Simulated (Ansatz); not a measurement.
Process, species as SMILES: [C]1=CC1 → [C-]1=CC1 (an electron is taken up)
B3LYP-D3(BJ)/def2-TZVP geometries, fixed; electronic energies without zero-point terms; positive where energy is released.
Largest species:
```
C
H 1 1.0867
H 1 1.0867 2 115.09
C 1 1.4848 2 120.37 3 157.15
C 4 1.2720 1 70.95 2 102.03
H 5 1.0711 4 160.90 1 -180.00
```
Charge 0, spin multiplicity 2.

Basis-set convergence of the adiabatic electron affinity at MP2 with Ansatz (an electronic-structure program). Cartesian d functions, on some or all atoms, in 6-31G*, 6-31G**, 6-31+G*; all else is spherical. Cores are frozen. An unrestricted Hartree-Fock determinant is markedly spin-contaminated. Open shells are unrestricted. No added dispersion term, no relativity. Functions are those of the species that has most. Reference: Hartree-Fock in aug-cc-pVQZ plus the correlation part extrapolated as X^-3 from aug-cc-pVTZ and aug-cc-pVQZ, 1.866 eV, itself unsure by roughly 0.011 eV (a third of the extrapolation step and of the last Hartree-Fock step). Deviations are taken from unrounded values.

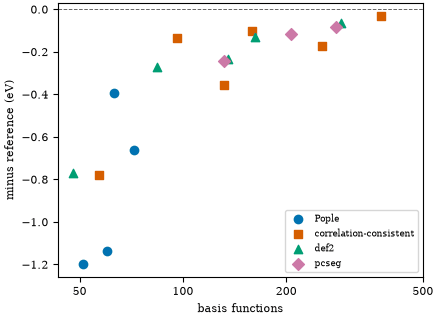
Fig. 1. Deviation from the reference against the number of basis functions, by family of sets.

```json
[
 {"basis": "def2-SV(P)", "functions": "48", "adiabatic electron affinity (eV)": "1.097", "minus reference (eV)": "-0.768"},
 {"basis": "6-31G*", "functions": "51", "adiabatic electron affinity (eV)": "0.666", "minus reference (eV)": "-1.199"},
 {"basis": "cc-pVDZ", "functions": "57", "adiabatic electron affinity (eV)": "1.086", "minus reference (eV)": "-0.780"},
 {"basis": "6-31G**", "functions": "60", "adiabatic electron affinity (eV)": "0.729", "minus reference (eV)": "-1.137"},
 {"basis": "6-31+G*", "functions": "63", "adiabatic electron affinity (eV)": "1.471", "minus reference (eV)": "-0.394"},
 {"basis": "6-311G**", "functions": "72", "adiabatic electron affinity (eV)": "1.203", "minus reference (eV)": "-0.662"},
 {"basis": "def2-SVPD", "functions": "84", "adiabatic electron affinity (eV)": "1.592", "minus reference (eV)": "-0.273"},
 {"basis": "aug-cc-pVDZ", "functions": "96", "adiabatic electron affinity (eV)": "1.729", "minus reference (eV)": "-0.137"},
 {"basis": "cc-pVTZ", "functions": "132", "adiabatic electron affinity (eV)": "1.509", "minus reference (eV)": "-0.356"},
 {"basis": "pcseg-2", "functions": "132", "adiabatic electron affinity (eV)": "1.621", "minus reference (eV)": "-0.245"},
 {"basis": "def2-TZVPP", "functions": "135", "adiabatic electron affinity (eV)": "1.633", "minus reference (eV)": "-0.233"},
 {"basis": "jun-cc-pV(T+d)Z", "functions": "159", "adiabatic electron affinity (eV)": "1.765", "minus reference (eV)": "-0.101"},
 {"basis": "def2-TZVPPD", "functions": "162", "adiabatic electron affinity (eV)": "1.735", "minus reference (eV)": "-0.131"},
 {"basis": "aug-pcseg-2", "functions": "207", "adiabatic electron affinity (eV)": "1.747", "minus reference (eV)": "-0.118"},
 {"basis": "cc-pVQZ", "functions": "255", "adiabatic electron affinity (eV)": "1.694", "minus reference (eV)": "-0.172"},
 {"basis": "pcseg-3", "functions": "279", "adiabatic electron affinity (eV)": "1.782", "minus reference (eV)": "-0.083"},
 {"basis": "def2-QZVPPD", "functions": "288", "adiabatic electron affinity (eV)": "1.802", "minus reference (eV)": "-0.063"},
 {"basis": "aug-cc-pVQZ", "functions": "378", "adiabatic electron affinity (eV)": "1.836", "minus reference (eV)": "-0.030"}
]
```
